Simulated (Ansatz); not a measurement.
The calculation's input:

```
crystal:
  periodic: [false, false, false]
  atoms:
    - { symbol: Ge, position_ang: [0.0, 0.0, 0.0] }
    - { symbol: F, position_ang: [0.0, 0.0, 2.03] }
    - { symbol: Cl, position_ang: [2.0935, 0.0, -0.7393] }
    - { symbol: Cl, position_ang: [-1.0456, 1.8115, -0.7393] }
    - { symbol: Cl, position_ang: [-1.0456, -1.8115, -0.7393] }
    - { symbol: O, position_ang: [-1.9644, 0.0, 0.6527] }
    - { symbol: H, position_ang: [-2.5095, -0.6297, 0.0813] }
    - { symbol: H, position_ang: [-1.1899, 0.0, 1.7453] }
basis:
  gaussian: { orbitals: def2-SVP }
hamiltonian:
  xc: pbe
  dispersion: d4
relax:
  f_tol: 0.15
  max_steps: 25
  restrain:
    - { distance: [0, 5], at: 1.77, k: 30.0 }
    - { distance: [7, 1], at: 0.92, k: 30.0 }
    - { distance: [0, 1], at: 2.88, k: 30.0 }
    - { distance: [7, 5], at: 2.21, k: 30.0 }
output:
  orbitals: {}
```

Run with:

```sh
ansatz run input.yaml --threads 4 --pin off --max-ram 5120MiB --backend cpu --events-out ev --progress --plain --runs-dir out
```

The fields are those of the run's last geometry, not of the input's.

Not at a stationary point (largest force 0.5 eV/Å).

All numbers below come from RKS PBE-D4/def2-SVP (Ansatz).

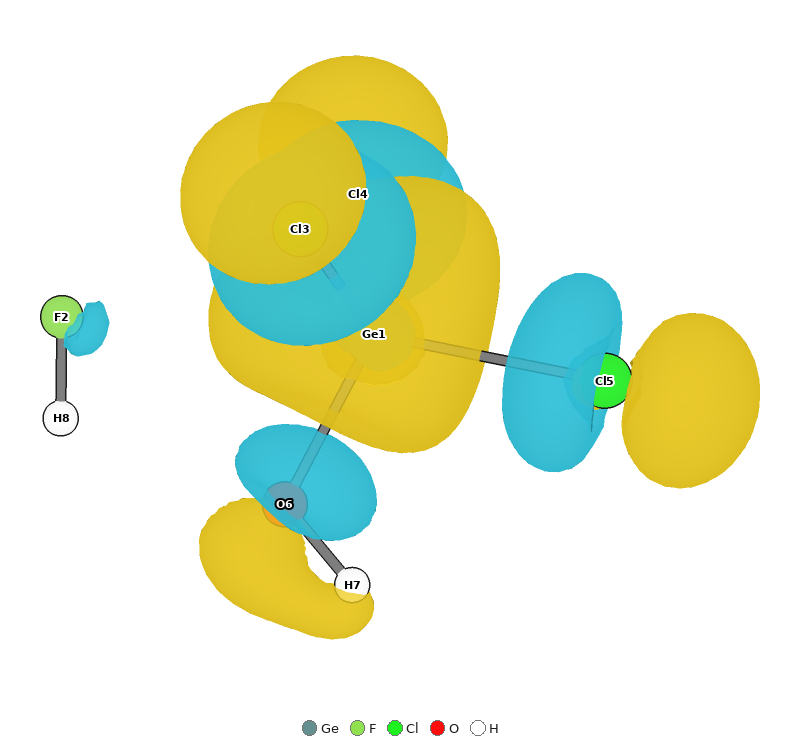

Cl3GeHO···HF. The LUMO at ±0.1 Å⁻³ᐟ² (yellow and cyan are the two phases), seen across its widest extent.

Where does this orbital lie, and at what energy?

It lies mainly on Ge1 (about 30 %), Cl4 (about 20 %), Cl3 (about 20 %), Cl5 (about 15 %) and O6 (about 10 %). Its energy is −2.73 eV.
